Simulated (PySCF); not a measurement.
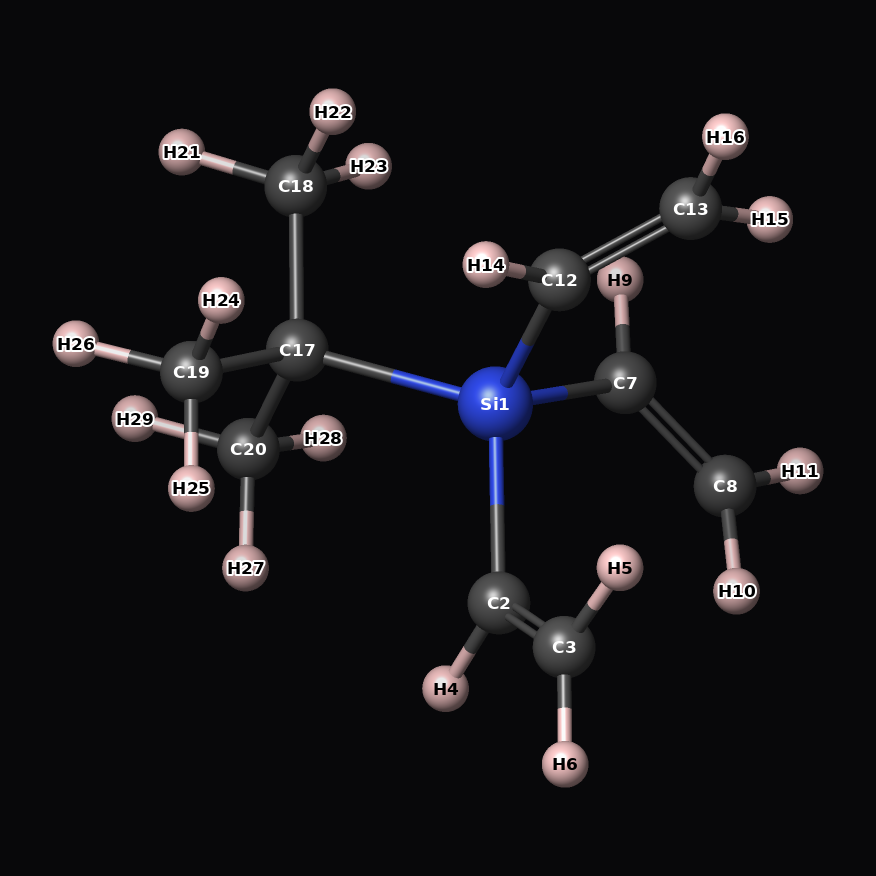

The geometry was computed by an optimisation with PBE0-D3(BJ)/def2-SVP. No frequency run is at hand to confirm it as a minimum. Properties computed with delta-SCF UKS SCAN, pcX-2 on the ionised atom (unc-x2c-TZVPall on a metal), pcseg-1 elsewhere, spin-free X2C (PySCF 2.14.0).

Give the core-electron binding energies (to vacuum; p and d levels without spin–orbit splitting) of Si1 1s, Si1 2p, C2 1s, C3 1s, C17 1s, C18 1s.

```json
{"atom": "Si1", "level": "1s", "binding energy (eV)": "1845.4"}
{"atom": "Si1", "level": "2p", "binding energy (eV)": "105.7"}
{"atom": "C2", "level": "1s", "binding energy (eV)": "289.7"}
{"atom": "C3", "level": "1s", "binding energy (eV)": "290.1"}
{"atom": "C17", "level": "1s", "binding energy (eV)": "289.7"}
{"atom": "C18", "level": "1s", "binding energy (eV)": "290.1"}
```
